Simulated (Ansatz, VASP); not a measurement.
**Cross-check of CsIr16 between VASP and Ansatz**

One calculation is typed for both programs; each brings its own data sets and cutoff. How far apart do they land?

Method: plane waves, with VASP 6.6.1 beside it; single point at PBE, in Ansatz 0.2.0.

### 1. The starting structure

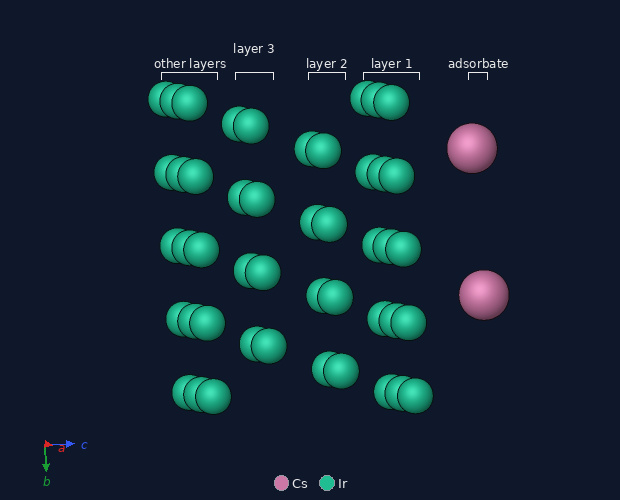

Start, viewed from the side, with the c axis across the page; caesium pink, iridium teal. 1×2×1 cells are drawn. Some periodic images of atoms are drawn too.

The cell holds 17 atoms: 1 Cs and 16 Ir. Cell: a = 5.473 Å, b = 5.473 Å, c = 24.353 Å, α = 90.0°, β = 90.0°, γ = 60.0°. It derives from Ir. As first built, before any earlier steps moved the atoms: kind: adsorbate; added: Cs; site: hcp; coverage_ml: 0.25; cell: 2x2; faces: one;. Regions: adsorbate, 1 atom (1 Cs); layer 1, 4 atoms (4 Ir); layer 2, 4 atoms (4 Ir); layer 3, 4 atoms (4 Ir); other layers, 4 atoms (4 Ir). Vacuum lies along c.

### 2. VASP: single point, PBE

With cell and atoms fixed, the geometry can't cause a difference; cores, projectors, grids and the points listed under the comparison can.

Lines of VASP's logs that name or quote its potential files are left out, and so is its time.

The input, INCAR:

```
SYSTEM = CsIr16
PREC = Normal
ENCUT = 330
EDIFF = 1E-05
NELM = 120
ISMEAR = 0
SIGMA = 0.1
LREAL = Auto
ALGO = Fast
GGA = PE
NBANDS = 94
LASPH = .TRUE.
LORBIT = 11
LWAVE = .FALSE.
LCHARG = .FALSE.
KPAR = 2
NCORE = 4
ICORELEVEL = 1
ISIF = 0
LVHAR = .TRUE.
```

The input, POSCAR:

```
CsIr16
1.0
    5.4730064864      0.0000000000      0.0000000000
    2.7365032432      4.7397626523      0.0000000000
    0.0000000000      0.0000000000     24.3530366253
Cs Ir
1 16
Direct
    0.3357904068      0.3333700705      0.7078850921
    0.9998906577      0.0000497982      0.5823970791
    0.5014897285      0.9969457402      0.5814512209
    0.9970627774      0.5013861457      0.5814497252
    0.5015607312      0.5015662443      0.5814242235
    0.8340712466      0.3320577633      0.4898810277
    0.3334390752      0.3332708122      0.4905195372
    0.8340852347      0.8339500517      0.4899166466
    0.3322832220      0.8338844039      0.4898640676
    0.1666666670      0.1666666670      0.3997179360
    0.6666666670      0.1666666670      0.3997179360
    0.1666666670      0.6666666670      0.3997179360
    0.6666666670      0.6666666670      0.3997179360
    0.0000000000      0.0000000000      0.3079698070
    0.5000000000      0.0000000000      0.3079698070
    0.0000000000      0.5000000000      0.3079698070
    0.5000000000      0.5000000000      0.3079698070
```

The input, KPOINTS:

```
Automatic mesh
0
Gamma
4 4 1
0 0 0
```

PAW data sets: Cs_sv and Ir (PBE family, release 64).

Launch:

```
$ mpirun -np 8 vasp_std
```

Numbers of over 12 decimals in the logs are rounded to 6 here.

The program printed:

```text
[banner, memory and clock lines left out]
running    8 mpi-ranks, on    1 nodes
 distrk:  each k-point on    4 cores,    2 groups
 distr:  one band on    4 cores,    1 groups

 POSCAR found type information on POSCAR CsIr
 POSCAR found :  2 types and      17 ions
 LDA part: xc-table for (Slater+PW92), standard interpolation
 POSCAR, INCAR and KPOINTS ok, starting setup
 FFT: planning ... GRIDC
 FFT: planning ... GRID_SOFT
 FFT: planning ... GRID
 WAVECAR not read
 entering main loop
       N       E                     dE             d eps       ncg     rms          rms(c)
DAV:   1     0.114274686905E+04    0.11427E+04   -0.49344E+04  1888   0.987E+02
DAV:   2    -0.166535936477E+02   -0.11594E+04   -0.10814E+04  1954   0.377E+02
DAV:   3    -0.138318770755E+03   -0.12167E+03   -0.11351E+03  2560   0.105E+02
DAV:   4    -0.145995206920E+03   -0.76764E+01   -0.72058E+01  2584   0.260E+01
DAV:   5    -0.146244701713E+03   -0.24949E+00   -0.24206E+00  2632   0.399E+00    0.509E+01
RMM:   6    -0.151720722386E+03   -0.54760E+01   -0.19180E+01  2073   0.206E+01    0.438E+01
RMM:   7    -0.212514411095E+03   -0.60794E+02   -0.96493E+01  2722   0.243E+01    0.687E+01
RMM:   8    -0.194465621890E+03    0.18049E+02   -0.58721E+01  2543   0.190E+01    0.544E+01
RMM:   9    -0.174267245782E+03    0.20198E+02   -0.26706E+01  2299   0.171E+01    0.450E+01
RMM:  10    -0.138681815983E+03    0.35585E+02   -0.25636E+01  2316   0.153E+01    0.158E+01
RMM:  11    -0.136847269907E+03    0.18345E+01   -0.69308E+00  2192   0.927E+00    0.116E+01
RMM:  12    -0.136748528582E+03    0.98741E-01   -0.21667E+00  2573   0.338E+00    0.966E+00
RMM:  13    -0.136830141316E+03   -0.81613E-01   -0.29397E-01  2390   0.142E+00    0.724E+00
RMM:  14    -0.136724366713E+03    0.10577E+00   -0.14099E-01  2513   0.864E-01    0.501E+00
[...]
RMM:  29    -0.136473350010E+03   -0.18302E-03   -0.40892E-05  1386   0.202E-02    0.294E-02
RMM:  30    -0.136473502264E+03   -0.15225E-03   -0.33834E-05  1315   0.160E-02    0.256E-02
RMM:  31    -0.136473650653E+03   -0.14839E-03   -0.36849E-05  1341   0.153E-02    0.102E-02
RMM:  32    -0.136473775131E+03   -0.12448E-03   -0.31107E-05  1332   0.121E-02    0.205E-02
RMM:  33    -0.136473824573E+03   -0.49442E-04   -0.95689E-06  1138   0.886E-03    0.174E-02
RMM:  34    -0.136473866815E+03   -0.42242E-04   -0.80328E-06  1135   0.587E-03    0.737E-03
RMM:  35    -0.136473896154E+03   -0.29339E-04   -0.60129E-06  1013   0.494E-03    0.384E-03
RMM:  36    -0.136473903954E+03   -0.78004E-05   -0.22417E-06   702   0.362E-03
   1 F= -.13647390E+03 E0= -.13642390E+03  d E =-.100006E+00
```

Parts of OUTCAR (step 2):

```text
ion  position               nearest neighbor table
   1  0.336  0.333  0.708-
   2  1.000  0.000  0.582-   4 2.74   5 2.74   3 2.74   3 2.74   4 2.74   5 2.74   8 2.75   6 2.75
                             9 2.75
   3  0.501  0.997  0.581-   5 2.71   4 2.71   7 2.73   8 2.73   9 2.73   2 2.74   2 2.74   4 2.76
                             5 2.76
   4  0.997  0.501  0.581-   5 2.71   3 2.71   7 2.73   8 2.73   6 2.73   2 2.74   2 2.74   3 2.76
                             5 2.76
   5  0.502  0.502  0.581-   3 2.71   4 2.71   7 2.73   9 2.73   6 2.73   2 2.74   2 2.74   4 2.76
                             3 2.76
   6  0.834  0.332  0.490-  10 2.70  11 2.70  13 2.71   8 2.73   9 2.73   4 2.73   5 2.73   7 2.74
                             7 2.74   9 2.75   8 2.75   2 2.75
   7  0.333  0.333  0.491-  11 2.72  10 2.72  12 2.72   5 2.73   3 2.73   4 2.73   9 2.74   6 2.74
                             8 2.74   8 2.74   6 2.74   9 2.74
   8  0.834  0.834  0.490-  12 2.70  11 2.70  13 2.71   6 2.73   9 2.73   4 2.73   3 2.73   7 2.74
                             7 2.74   9 2.75   6 2.75   2 2.75
   9  0.332  0.834  0.490-  10 2.70  12 2.70  13 2.71   8 2.73   6 2.73   5 2.73   3 2.73   7 2.74
                             7 2.74   6 2.75   8 2.75   2 2.75
  10  0.167  0.167  0.400-   6 2.70   9 2.70   7 2.72  11 2.74  11 2.74  12 2.74  13 2.74  12 2.74
                            13 2.74  15 2.74  16 2.74  14 2.74
  11  0.667  0.167  0.400-   6 2.70   8 2.70   7 2.72  10 2.74  10 2.74  12 2.74  13 2.74  13 2.74
                            12 2.74  14 2.74  17 2.74  15 2.74
  12  0.167  0.667  0.400-   9 2.70   8 2.70   7 2.72  13 2.74  13 2.74  10 2.74  11 2.74  11 2.74
                            10 2.74  17 2.74  14 2.74  16 2.74
  13  0.667  0.667  0.400-   9 2.71   6 2.71   8 2.71  12 2.74  12 2.74  10 2.74  11 2.74  10 2.74
                            11 2.74  16 2.74  15 2.74  17 2.74
  14  0.000  0.000  0.308-  15 2.74  15 2.74  16 2.74  17 2.74  16 2.74  17 2.74  11 2.74  12 2.74
                            10 2.74
  15  0.500  0.000  0.308-  14 2.74  14 2.74  16 2.74  17 2.74  17 2.74  16 2.74  10 2.74  13 2.74
                            11 2.74
  16  0.000  0.500  0.308-  17 2.74  17 2.74  14 2.74  15 2.74  15 2.74  14 2.74  13 2.74  10 2.74
                            12 2.74
  17  0.500  0.500  0.308-  16 2.74  16 2.74  14 2.74  15 2.74  14 2.74  15 2.74  12 2.74  11 2.74
                            13 2.74

  LATTYP: Found a hexagonal cell.
 ALAT       =     5.4730064864
 C/A-ratio  =     4.4496633954

 Subroutine GETGRP returns: Found  1 space group operations
 (whereof  1 operations were pure point group operations)

The static configuration has the point symmetry C_1 .

 Found     10 irreducible k-points:

   k-points           NKPTS =     10   k-points in BZ     NKDIM =     10   number of bands    NBANDS=     94

   dimension x,y,z NGX =    24 NGY =   24 NGZ =  108
   dimension x,y,z NGXF=    48 NGYF=   48 NGZF=  216

   ENCUT  =  330.0 eV  24.25 Ry    4.92 a.u.   8.11  8.11 36.07*2*pi/ulx,y,z

   NELECT =     153.0000    total number of electrons

 k-points in reciprocal lattice and weights: Automatic mesh
   0.00000000  0.00000000  0.00000000       0.062
   0.25000000  0.00000000  0.00000000       0.125
   0.25000000  0.25000000  0.00000000       0.125
   0.00000000  0.25000000  0.00000000       0.125
   0.50000000  0.00000000  0.00000000       0.062
   0.50000000  0.50000000  0.00000000       0.062
   0.00000000  0.50000000  0.00000000       0.062
   0.50000000  0.25000000  0.00000000       0.125
   0.25000000  0.50000000  0.00000000       0.125
  -0.25000000  0.25000000  0.00000000       0.125

 the core state eigenenergies are
   1-  1s -35784.5597  2s  -5607.9476  2p  -5029.3424  3s  -1161.3628  3p   -975.2637
       3d   -702.3626  4s   -214.5068  4p   -155.0296  4d    -68.5079
   2-  1s -76095.5475  2s -13303.7440  2p -11553.5762  3s  -3106.1993  3p  -2594.6850
       3d  -2032.6511  4s   -656.9265  4p   -489.2159  4d   -283.5059  4f    -54.8625
       5s    -90.4324  5p    -47.1801
   3-  1s -76095.5060  2s -13303.7075  2p -11553.5393  3s  -3106.1680  3p  -2594.6538
       3d  -2032.6193  4s   -656.9033  4p   -489.1935  4d   -283.4846  4f    -54.8433
       5s    -90.4292  5p    -47.1851
   4-  1s -76095.5067  2s -13303.7081  2p -11553.5399  3s  -3106.1686  3p  -2594.6543
       3d  -2032.6199  4s   -656.9038  4p   -489.1940  4d   -283.4850  4f    -54.8438
       5s    -90.4295  5p    -47.1853
   5-  1s -76095.5051  2s -13303.7066  2p -11553.5384  3s  -3106.1672  3p  -2594.6530
       3d  -2032.6185  4s   -656.9026  4p   -489.1929  4d   -283.4840  4f    -54.8427
       5s    -90.4289  5p    -47.1850
   6-  1s -76096.0225  2s -13304.2470  2p -11554.0770  3s  -3106.7181  3p  -2595.2037
       3d  -2033.1691  4s   -657.4678  4p   -489.7597  4d   -284.0529  4f    -55.4157
       5s    -91.0295  5p    -47.7932
   7-  1s -76096.0427  2s -13304.2667  2p -11554.0969  3s  -3106.7361  3p  -2595.2218
       3d  -2033.1874  4s   -657.4833  4p   -489.7749  4d   -284.0678  4f    -55.4300
       5s    -91.0390  5p    -47.8005
   8-  1s -76096.0227  2s -13304.2471  2p -11554.0772  3s  -3106.7182  3p  -2595.2038
       3d  -2033.1692  4s   -657.4678  4p   -489.7597  4d   -284.0529  4f    -55.4156
       5s    -91.0293  5p    -47.7929
   9-  1s -76096.0220  2s -13304.2465  2p -11554.0766  3s  -3106.7176  3p  -2595.2033
       3d  -2033.1687  4s   -657.4674  4p   -489.7593  4d   -284.0525  4f    -55.4153
       5s    -91.0292  5p    -47.7929
  10-  1s -76096.0570  2s -13304.2810  2p -11554.1111  3s  -3106.7511  3p  -2595.2367
       3d  -2033.2023  4s   -657.4992  4p   -489.7909  4d   -284.0839  4f    -55.4463
       5s    -91.0568  5p    -47.8186
  11-  1s -76096.0565  2s -13304.2805  2p -11554.1106  3s  -3106.7505  3p  -2595.2362
       3d  -2033.2017  4s   -657.4986  4p   -489.7904  4d   -284.0834  4f    -55.4458
       5s    -91.0562  5p    -47.8179
  12-  1s -76096.0568  2s -13304.2808  2p -11554.1109  3s  -3106.7509  3p  -2595.2365
       3d  -2033.2021  4s   -657.4989  4p   -489.7907  4d   -284.0837  4f    -55.4461
       5s    -91.0565  5p    -47.8182
  13-  1s -76096.0623  2s -13304.2862  2p -11554.1163  3s  -3106.7561  3p  -2595.2417
       3d  -2033.2073  4s   -657.5038  4p   -489.7956  4d   -284.0885  4f    -55.4508
       5s    -91.0607  5p    -47.8221
  14-  1s -76095.5821  2s -13303.7773  2p -11553.6096  3s  -3106.2321  3p  -2594.7178
       3d  -2032.6840  4s   -656.9588  4p   -489.2481  4d   -283.5381  4f    -54.8945
       5s    -90.4626  5p    -47.2091
  15-  1s -76095.5850  2s -13303.7800  2p -11553.6124  3s  -3106.2348  3p  -2594.7205
       3d  -2032.6866  4s   -656.9614  4p   -489.2507  4d   -283.5407  4f    -54.8971
       5s    -90.4652  5p    -47.2119
  16-  1s -76095.5850  2s -13303.7800  2p -11553.6124  3s  -3106.2348  3p  -2594.7205
       3d  -2032.6866  4s   -656.9614  4p   -489.2507  4d   -283.5407  4f    -54.8971
       5s    -90.4652  5p    -47.2119
  17-  1s -76095.5854  2s -13303.7804  2p -11553.6127  3s  -3106.2351  3p  -2594.7208
       3d  -2032.6870  4s   -656.9617  4p   -489.2510  4d   -283.5410  4f    -54.8974
       5s    -90.4655  5p    -47.2121

 E-fermi :   1.9841

 k-point     1 :       0.0000    0.0000    0.0000
  band No.  band energies     occupation
    ...
     66       1.4691      2.00000
     67       1.8583      1.92461
     68       1.9856      0.98314
     69       1.9860      0.97769
     70       2.0088      0.72677
     71       2.0446      0.39190
     72       2.0451      0.38796
     73       2.5491      0.00000
     74       2.5492      0.00000
     75       2.5655      0.00000
    ...

 k-point     2 :       0.2500    0.0000    0.0000
  band No.  band energies     occupation
    ...
     71       1.7194      1.99982
     72       1.7699      1.99755
     73       1.8029      1.98961
     74       1.8587      1.92378
     75       1.8653      1.90705
     76       2.0366      0.45790
     77       2.0838      0.15838
     78       2.1108      0.07316
     79       2.1832      0.00487
     80       2.2347      0.00039
    ...

 k-point     3 :       0.2500    0.2500    0.0000
  band No.  band energies     occupation
    ...
     71       1.7192      1.99982
     72       1.7701      1.99752
     73       1.8035      1.98933
     74       1.8590      1.92304
     75       1.8648      1.90826
     76       2.0359      0.46356
     77       2.0842      0.15672
     78       2.1108      0.07307
     79       2.1830      0.00491
     80       2.2347      0.00039
    ...

  energy-cutoff  :      330.00
  volume of cell :      631.74
      direct lattice vectors                 reciprocal lattice vectors
     5.473006486  0.000000000  0.000000000     0.182714931 -0.105490514  0.000000000
     2.736503243  4.739762652  0.000000000     0.000000000  0.210981029  0.000000000
     0.000000000  0.000000000 24.353036625     0.000000000  0.000000000  0.041062641

 POSITION                                       TOTAL-FORCE (eV/Angst)
 -----------------------------------------------------------------------------------
      2.75005      1.58010     17.23915         0.000400     -0.000117     -0.013870
      5.47254      0.00024     14.18314         0.003961     -0.002564     -0.013049
      5.47280      4.72529     14.16010         0.003756     -0.004632      0.001113
      6.82898      2.37645     14.16007         0.003086      0.011027      0.004685
      4.11758      2.37730     14.15945         0.001733      0.001713     -0.003374
      5.47355      1.57387     11.93009        -0.001600      0.022736      0.008075
      2.73691      1.57962     11.94564        -0.000639      0.000634      0.021840
      6.84706      3.95273     11.93096        -0.024617     -0.016982      0.008901
      4.10052      3.95241     11.92968         0.008069     -0.007118      0.008347
      1.36825      0.78996      9.73435         0.025292      0.013574     -0.214692
      4.10475      0.78996      9.73435        -0.022829      0.011713     -0.213501
      2.73650      3.15984      9.73435        -0.000415     -0.028242     -0.213035
      5.47301      3.15984      9.73435         0.003776     -0.000372     -0.145762
      0.00000      0.00000      7.50000        -0.000301     -0.000529      0.192889
      2.73650      0.00000      7.50000         0.000066      0.021026      0.190247
      1.36825      2.36988      7.50000         0.018764     -0.010991      0.190495
      4.10475      2.36988      7.50000        -0.018501     -0.010877      0.190690
 -----------------------------------------------------------------------------------
    total drift:                                0.003232      0.004698      0.050181

  FREE ENERGIE OF THE ION-ELECTRON SYSTEM (eV)
  ---------------------------------------------------
  free  energy   TOTEN  =      -136.4739039544 eV

  energy  without entropy=     -136.3738975757  energy(sigma->0) =     -136.42390077

 total charge
# of ion       s       p       d       tot
------------------------------------------
    1        1.854   4.664   0.056   6.574
    2        0.655   0.567   6.884   8.106
    3        0.666   0.579   6.908   8.153
    4        0.666   0.579   6.907   8.153
    5        0.666   0.580   6.908   8.154
    6        0.659   0.711   6.945   8.315
    7        0.658   0.711   6.941   8.310
    8        0.659   0.711   6.945   8.314
    9        0.659   0.711   6.945   8.315
   10        0.658   0.711   6.939   8.307
   11        0.658   0.711   6.939   8.307
   12        0.658   0.711   6.939   8.307
   13        0.657   0.711   6.938   8.306
   14        0.658   0.557   6.875   8.090
   15        0.659   0.556   6.876   8.091
   16        0.659   0.556   6.876   8.091
   17        0.659   0.556   6.876   8.090
--------------------------------------------------
tot         12.406  14.881 110.697 137.984

[... 3 further parts left out ...]
```

(Part 1 of 2 ends here.)

[Lines on the potential files, build, host, timing and source positions are cut from VASP's logs without a mark.]

[Logs are printed without paths, hosts, clocks, repeated set-up lines and the standing remarks that a program may print on its own settings, such as how far it seeks lower states.]

[Hosts, paths, dates, database ids (printed as entryN), source tags and the programs' standing remarks are cut or masked in the printed files.]
